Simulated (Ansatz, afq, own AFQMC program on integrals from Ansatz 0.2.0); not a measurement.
**SiGeH+ (triplet): AFQMC on the coupled-cluster ladder, cc-pVQZ**

How near does AFQMC come to the top of the ladder for SiGeH+ (triplet)?

Program: Ansatz 0.2.0, Gaussian basis, and an in-house AFQMC program (afq) on its integrals; all values are calculated. Level of theory: cc-pVQZ, frozen cores. These are calculated values, not measurements.

The runs, in order: PBE (unrestricted); CCSD(T) on UHF; r2SCAN (unrestricted); PBE0 (unrestricted); B3LYP (unrestricted); wB97M-V (unrestricted); B2PLYP (unrestricted); Phaseless AFQMC, CISD trial on UHF.

1 further run of the same task is left out (it didn't finish).

**1. What is computed**

The geometry is a PBE0/def2-TZVP stationary point (not a proven minimum) of the parent state, kept for this charge and spin. No spin-orbit coupling is included. The filled d shell of Ge may be among the frozen orbitals whatever the setting's name suggests; the logs give the count.

3 atoms, charge 1, spin multiplicity 3.

Atoms are counted from 1 here; the program's logs count them from 0.

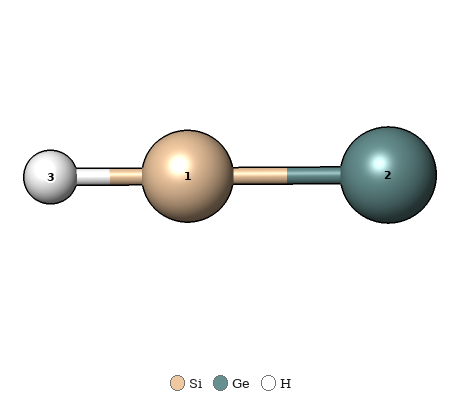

The structure; silicon light orange, germanium teal, hydrogen white; atoms are numbered from 1 in the order of the file.

**2. PBE (unrestricted)**

in.yaml

```yaml
crystal:
  periodic: [false, false, false]
  atoms:
    - {symbol: Si, position_ang: [0.000000, 0.000000, 0.231514]}
    - {symbol: Ge, position_ang: [0.000000, 0.000000, -1.958437]}
    - {symbol: H, position_ang: [0.000000, 0.000000, 1.726924]}
basis:
  gaussian: {orbitals: cc-pVQZ}
total_charge: 1
magnetization: {spin_polarized: true, initial_magnetization: 2}
hamiltonian: {xc: {name: PBE}}
output: {orbitals: {seedname: orbitals}}
```

Started as:

```console
ansatz run in.yaml --threads 1 --pin off --events-out ev --progress --plain --max-ram 8192MiB --backend cpu
```

Log:

```text
Functional definition: PBE
  name "PBE"
  cite "Perdew, Burke & Ernzerhof, Phys. Rev. Lett. 77, 3865 (1996) doi:10.1103/PhysRevLett.77.3865"
  parent pbe
  parameter kappa = 0.804
  parameter beta = 0.06672455060314922
  exchange = pbe_x(kappa = kappa, mu = beta*pi^2/3)
  correlation = pbe_c(beta = beta)
766 factors; their error is unknown
mean field evaluation 1: about -64388.7931 eV, gradient 1.7e1 eV
mean field evaluation 2: about -64385.1921 eV, gradient 2.6e1 eV
mean field evaluation 4: about -64390.6524 eV, gradient 2.0e0 eV
mean field evaluation 8: about -64390.6823 eV, gradient 3.5e-2 eV
mean field evaluation 16: about -64390.6749 eV, gradient 3.5e-5 eV
mean field -64390.67494091 eV, -2366.3136585112 hartree, gradient 3.5e-5 eV, S^2 2.008051; 0 other end points of the search recorded, 0 dependent functions left out
reference -64390.67498529 eV, -2366.3136601422 hartree; 24, 22 occupied and 133, 135 virtual orbitals, 766 factors
Total energy: -64390.67498529 eV, -2366.3136601422 hartree
```

Wall time 3.8 s (1 thread, shared host); peak memory 2.5 GiB.

From the report: ⟨S²⟩ of the determinant 2.008 (pure triplet: 2.00).

**3. CCSD(T) on UHF**

Changes to in.yaml since step 2:

```diff
@@ -10,3 +10,2 @@
 magnetization: {spin_polarized: true, initial_magnetization: 2}
-hamiltonian: {xc: {name: PBE}}
-output: {orbitals: {seedname: orbitals}}
+correlation: {method: ccsd_t, electrons: outside_noble_gas, hamiltonian_folder: ham}
```

Started as:

```console
ansatz run in.yaml --threads 1 --pin off --events-out ev --progress --plain --max-ram 24576MiB --backend cuda --devices 0, --max-vram 18GiB
```

Log (excerpt; [...] marks lines left out):

```text
Functional definition: HF
  name "HF"
  cite "Fock, Z. Phys. 61, 126 (1930) doi:10.1007/BF01340294"
  parent pbe
[...]
960 factors; integrals over basis functions are off by at most 1.3e-3 eV
[...]
mean field -64344.08258894 eV, -2364.6014211578 hartree, gradient 2.5e-6 eV, S^2 2.041262; 6 other end points of the search recorded, 0 dependent functions left out
determinant -64344.08258894 eV, -2364.6014211578 hartree, with singles and doubles -64349.23194356 eV, -2364.7906564500 hartree
determinant -64341.69696003 eV, -2364.5137509124 hartree, with singles and doubles -64347.20939449 eV, -2364.7163291426 hartree
determinant -64341.36640305 eV, -2364.5016031675 hartree, with singles and doubles -64346.26369616 eV, -2364.6815753699 hartree
19 core orbitals not correlated: weight in the atoms' cores, before any rotation towards them, 1.000 or more for the frozen orbitals, at most 0.000 for the correlated occupied ones
reference -64344.08258894 eV, -2364.6014211578 hartree; 5, 3 occupied and 133, 135 virtual orbitals, 960 factors
second order -4.21082740 eV of doubles, -0.00000000 eV of singles
cycle   1  -4.96913589 eV  change   -3.4e-1 eV  update   2.4e-2
[...]
cycle  10  -4.98844278 eV  change    1.7e-6 eV  update   2.1e-6
perturbative correction -0.26096488 eV, -0.0095902824 hartree
Total energy: -64349.33199660 eV, -2364.7943333312 hartree
```

It took 8.5 s on 1 × H100 (card shared with other runs) with 1 thread, shared host; peak host memory 2.5 GiB.

From the report: ⟨S²⟩ of the determinant 2.041 (pure triplet: 2.00); correlation -5.2494 eV; T1 0.026; largest double amplitude 0.08.

This run also writes the integrals to the folder ham.

**4. r2SCAN (unrestricted)**

Changes to in.yaml since step 3:

```diff
@@ -10,2 +10,2 @@
 magnetization: {spin_polarized: true, initial_magnetization: 2}
-correlation: {method: ccsd_t, electrons: outside_noble_gas, hamiltonian_folder: ham}
+hamiltonian: {xc: {name: r2SCAN}}
```

Started as:

```console
ansatz run in.yaml --threads 1 --pin off --events-out ev --progress --plain --max-ram 8192MiB --backend cpu
```

Log:

```text
Functional definition: r2SCAN
  name "r2SCAN"
  cite "Furness, Kaplan, Ning, Perdew & Sun, J. Phys. Chem. Lett. 11, 8208 (2020) doi:10.1021/acs.jpclett.0c02405"
  cite "Furness, Kaplan, Ning, Perdew & Sun, J. Phys. Chem. Lett. 11, 9248 (2020) doi:10.1021/acs.jpclett.0c03077"
  parent r2scan
  parameter k0 = 0.174
  parameter k1 = 0.065
  parameter a1 = 4.9479
  exchange = r2scan_x(k0 = k0, k1 = k1, a1 = a1)
  correlation = r2scan_c
766 factors; their error is unknown
mean field evaluation 1: about -64400.7789 eV, gradient 1.4e1 eV
mean field evaluation 2: about -64399.7358 eV, gradient 1.7e1 eV
mean field evaluation 4: about -64402.0778 eV, gradient 1.5e0 eV
mean field evaluation 8: about -64402.0921 eV, gradient 4.9e-2 eV
mean field evaluation 16: about -64402.0847 eV, gradient 6.4e-5 eV
mean field -64402.08467388 eV, -2366.7329584642 hartree, gradient 6.4e-5 eV, S^2 2.019747; 0 other end points of the search recorded, 0 dependent functions left out
reference -64402.08469192 eV, -2366.7329591270 hartree; 24, 22 occupied and 133, 135 virtual orbitals, 766 factors
Total energy: -64402.08469192 eV, -2366.7329591270 hartree
```

Run time: 10 s. Hardware: 1 thread, shared host; peak memory 2.5 GiB.

From the report: ⟨S²⟩ of the determinant 2.020 (pure triplet: 2.00).

**5. PBE0 (unrestricted)**

Changes to in.yaml since step 4:

```diff
@@ -10,2 +10,3 @@
 magnetization: {spin_polarized: true, initial_magnetization: 2}
-hamiltonian: {xc: {name: r2SCAN}}
+hamiltonian: {xc: {name: PBE0}}
+output: {orbitals: {seedname: orbitals}}
```

The command is unchanged.

Log:

```text
Functional definition: PBE0
  name "PBE0"
  cite "Adamo & Barone, J. Chem. Phys. 110, 6158 (1999) doi:10.1063/1.478522"
  cite "Perdew, Burke & Ernzerhof, Phys. Rev. Lett. 77, 3865 (1996) doi:10.1103/PhysRevLett.77.3865"
  parent pbe
  parameter a = 0.25
  parameter kappa = 0.804
  parameter beta = 0.06672455060314922
  exchange = (1 - a)*pbe_x(kappa = kappa, mu = beta*pi^2/3) + a*exact_x
  correlation = pbe_c(beta = beta)
866 factors; their error is unknown
mean field evaluation 1: about -64391.3892 eV, gradient 1.2e1 eV
mean field evaluation 2: about -64391.2155 eV, gradient 1.2e1 eV
mean field evaluation 4: about -64392.4327 eV, gradient 1.0e0 eV
mean field evaluation 8: about -64392.4391 eV, gradient 2.7e-2 eV
mean field evaluation 16: about -64392.6877 eV, gradient 7.4e-5 eV
mean field -64392.68770722 eV, -2366.3876263090 hartree, gradient 7.4e-5 eV, S^2 2.011103; 0 other end points of the search recorded, 0 dependent functions left out
reference -64392.68774056 eV, -2366.3876275341 hartree; 24, 22 occupied and 133, 135 virtual orbitals, 866 factors
Total energy: -64392.68774056 eV, -2366.3876275341 hartree
```

It took 6.5 s on 1 thread, shared host; peak memory 2.5 GiB.

From the report: ⟨S²⟩ of the determinant 2.011 (pure triplet: 2.00).

**6. B3LYP (unrestricted)**

Changes to in.yaml since step 5:

```diff
@@ -10,3 +10,2 @@
 magnetization: {spin_polarized: true, initial_magnetization: 2}
-hamiltonian: {xc: {name: PBE0}}
-output: {orbitals: {seedname: orbitals}}
+hamiltonian: {xc: {name: B3LYP}}
```

Same command.

Log (excerpt; [...] marks lines left out):

```text
Functional definition: B3LYP
  name "B3LYP"
  cite "Stephens, Devlin, Chabalowski & Frisch, J. Phys. Chem. 98, 11623 (1994) doi:10.1021/j100096a001"
  cite "Becke, Phys. Rev. A 38, 3098 (1988) doi:10.1103/PhysRevA.38.3098"
  cite "Lee, Yang & Parr, Phys. Rev. B 37, 785 (1988) doi:10.1103/PhysRevB.37.785"
  cite "Vosko, Wilk & Nusair, Can. J. Phys. 58, 1200 (1980) doi:10.1139/p80-159"
[...]
859 factors; their error is unknown
[...]
mean field -64404.98116712 eV, -2366.8394026274 hartree, gradient 5.6e-5 eV, S^2 2.006392; 0 other end points of the search recorded, 0 dependent functions left out
reference -64404.98138069 eV, -2366.8394104762 hartree; 24, 22 occupied and 133, 135 virtual orbitals, 859 factors
Total energy: -64404.98138069 eV, -2366.8394104762 hartree
```

Run time: 6.5 s. Hardware: 1 thread, shared host; peak memory 2.5 GiB.

From the report: ⟨S²⟩ of the determinant 2.006 (pure triplet: 2.00).

**7. wB97M-V (unrestricted)**

Changes to in.yaml since step 6:

```diff
@@ -10,2 +10,3 @@
 magnetization: {spin_polarized: true, initial_magnetization: 2}
-hamiltonian: {xc: {name: B3LYP}}
+hamiltonian: {xc: {name: wB97M-V}}
+output: {orbitals: {seedname: orbitals}}
```

Launched as before.

Log (excerpt; [...] marks lines left out):

```text
Functional definition: wB97M-V
  name "wB97M-V"
  cite "Mardirossian & Head-Gordon, J. Chem. Phys. 144, 214110 (2016) doi:10.1063/1.4952647"
  cite "Becke, J. Chem. Phys. 107, 8554 (1997) doi:10.1063/1.475007"
  cite "Vydrov & Van Voorhis, J. Chem. Phys. 133, 244103 (2010) doi:10.1063/1.3521275"
  # Of w^i u^j: cxij and so on, Table III.
[...]
  gx(w, u) = 1 - cx + cx01*u + cx10*w
  gss(w, u) = css00 + css04*u^4 + css10*w + css20*w^2 + css43*w^4*u^3
  gos(w, u) = cos00 + cos10*w + (cos20 + cos21*u)*w^2 + (cos60 + cos61*u)*w^6
[...]
      + integral(e_c_pw_mod_opposite_spin*gos(b97_w_opposite, b97_u_opposite)) + vv10(b, c)
836 factors; their error is unknown
170 factors; integrals over basis functions are off by at most 6.6e-5 eV
[...]
mean field -64399.38448226 eV, -2366.6337282524 hartree, gradient 3.4e-5 eV, S^2 2.004291; 0 other end points of the search recorded, 0 dependent functions left out
reference -64399.38452752 eV, -2366.6337299157 hartree; 24, 22 occupied and 133, 135 virtual orbitals, 836 factors
Total energy: -64399.38452752 eV, -2366.6337299157 hartree
```

Wall time 18 s (1 thread, shared host); peak memory 2.5 GiB.

From the report: ⟨S²⟩ of the determinant 2.004 (pure triplet: 2.00).

**8. B2PLYP (unrestricted)**

Changes to in.yaml since step 7:

```diff
@@ -10,3 +10,3 @@
 magnetization: {spin_polarized: true, initial_magnetization: 2}
-hamiltonian: {xc: {name: wB97M-V}}
-output: {orbitals: {seedname: orbitals}}
+hamiltonian: {xc: {name: B2PLYP}}
+correlation: {electrons: outside_noble_gas}
```

The command is unchanged.

Log (excerpt; [...] marks lines left out):

```text
Functional definition: B2PLYP
  name "B2PLYP"
  cite "Grimme, J. Chem. Phys. 124, 034108 (2006) doi:10.1063/1.2148954"
  cite "Becke, Phys. Rev. A 38, 3098 (1988) doi:10.1103/PhysRevA.38.3098"
  cite "Lee, Yang & Parr, Phys. Rev. B 37, 785 (1988) doi:10.1103/PhysRevB.37.785"
[...]
960 factors; integrals over basis functions are off by at most 1.3e-3 eV
[...]
mean field -64387.23047865 eV, -2366.1870768582 hartree, gradient 5.3e-6 eV, S^2 2.013271; 0 other end points of the search recorded, 0 dependent functions left out
19 core orbitals not correlated: weight in the atoms' cores, before any rotation towards them, 0.999 or more for the frozen orbitals, at most 0.000 for the correlated occupied ones
reference -64387.23061288 eV, -2366.1870817908 hartree; 5, 3 occupied and 133, 135 virtual orbitals, 960 factors
second order -5.48655990 eV of doubles, -0.00000000 eV of singles
Total energy: -64388.71198405 eV, -2366.2415211773 hartree
```

Wall time 9 s (1 thread, shared host); peak memory 2.5 GiB.

From the report: ⟨S²⟩ of the determinant 2.013 (pure triplet: 2.00).

**9. Phaseless AFQMC, CISD trial on UHF**

It reads the integrals that the CCSD(T) run on this determinant wrote.

Started as:

```console
afq ham --method phaseless --trial cisd --walkers 200 --populations 10 --least-time 60 --time-step 0.005 --steps-per-block 50 --equilibration-blocks 28 --max-blocks 4000 --target-error 0.00017 --factor-cut 1e-05 --start spin_pure --seed 5723 --release-times 0.24,0.5,1,1.5 --release-step 0.02 --release-every 3 --taylor-order 6
```

Log:

```text
orbitals 138  electrons 5 3  factors 934 of 960
reference energy -2364.60142116 Eh
CCSD correlation -0.18332192 Eh in 12 cycles, weight of the determinant in the CISD state 0.8694
energy of the start -2364.783506 Eh
 block  time / (1/Eh)  mean weight  energy / Eh
     1     0.250  1.0008  -2364.782635
     2     0.500  1.0005  -2364.784280
     3     0.750  0.9994  -2364.786185
     4     1.000  0.9991  -2364.787958
     5     1.250  1.0006  -2364.788656
     6     1.500  0.9996  -2364.790602
     7     1.750  0.9990  -2364.791452
     8     2.000  0.9999  -2364.791116
     9     2.250  1.0000  -2364.791683
    10     2.500  1.0001  -2364.794176
    11     2.750  0.9988  -2364.793430
    16     4.000  0.9990  -2364.796478
    21     5.250  1.0005  -2364.796026
    26     6.500  0.9991  -2364.792957
    31     7.750  0.9996  -2364.797094
    36     9.000  0.9990  -2364.795861
    41    10.250  0.9988  -2364.791204
    46    11.500  1.0007  -2364.794806
    51    12.750  1.0004  -2364.793575
    56    14.000  1.0011  -2364.793879
    61    15.250  1.0000  -2364.793816
    66    16.500  1.0012  -2364.794351
    71    17.750  1.0004  -2364.793298
    76    19.000  1.0005  -2364.793031
    81    20.250  1.0004  -2364.797679
    86    21.500  1.0008  -2364.794241
    91    22.750  0.9995  -2364.797149
    96    24.000  0.9997  -2364.793989
   101    25.250  1.0007  -2364.795729
   106    26.500  1.0006  -2364.799026
   111    27.750  1.0004  -2364.795360
   116    29.000  0.9997  -2364.795092
   121    30.250  0.9967  -2364.791984
   126    31.500  1.0001  -2364.795316
   131    32.750  1.0004  -2364.793333
   136    34.000  0.9995  -2364.791313
   141    35.250  0.9995  -2364.793866
   146    36.500  1.0014  -2364.793586
   151    37.750  1.0007  -2364.794168
   156    39.000  0.9999  -2364.793135
   161    40.250  0.9991  -2364.792650
   166    41.500  1.0003  -2364.792028
   171    42.750  1.0008  -2364.799088
   176    44.000  1.0006  -2364.794560
   181    45.250  0.9988  -2364.793428
   186    46.500  1.0004  -2364.794985
   191    47.750  1.0003  -2364.795643
   196    49.000  1.0012  -2364.793568
   201    50.250  0.9993  -2364.793776
   206    51.500  0.9993  -2364.793632
   211    52.750  1.0000  -2364.797178
   216    54.000  1.0003  -2364.795130
error from the spread of 10 populations
released: time / (1/Eh)  energy / Eh  error  mean overlap
  0.24  -2364.795014  0.000238  0.9979
  0.50  -2364.795343  0.000254  0.9981
  1.00  -2364.795886  0.000189  0.9976
  1.50  -2364.795911  0.000174  1.0101
energy -2364.794834 +/- 0.000163 Eh
```

Wall time 2.2 min (1 × H100 (card shared with other runs) with 2 threads, shared host).

Energy -64349.3456 ± 0.0044 eV. Caveats: constraint bias not in the error.

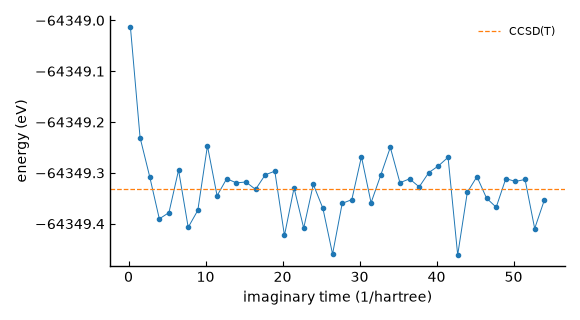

Block energies along the walk.

**10. All levels side by side**

On the UHF determinant, counted from CCSD(T) (a yardstick, not exact):

| level | energy (eV) | from CCSD(T) (meV) | statistical error (meV) | time |
| --- | --- | --- | --- | --- |
| HF | -64344.0826 | +5249.4 |  |  |
| MP2 | -64348.2934 | +1038.6 |  |  |
| CCSD | -64349.0710 | +261.0 |  |  |
| CCSD(T) | -64349.3320 | 0.0 |  |  |
| Phaseless AFQMC, CISD trial, step 0.005, 200 walkers | -64349.3456 | -13.6 | 4.4 | 2.2 min |

The functionals' totals stand on their own zeros and serve differences with other points: PBE -64390.675 eV; r2SCAN -64402.085 eV; PBE0 -64392.688 eV; B3LYP -64404.981 eV; wB97M-V -64399.385 eV; B2PLYP -64388.712 eV.

**11. Summary of results**

| quantity | value |
| --- | --- |
| Phaseless AFQMC, CISD trial on UHF from CCSD(T) | -13.6 ± 4.4 meV |

On UHF the phaseless walk with the CISD trial lies -13.6 meV from CCSD(T), 3 times its error bar. Error bars are statistical and leave out the constraint, the time step and what remains of the start.
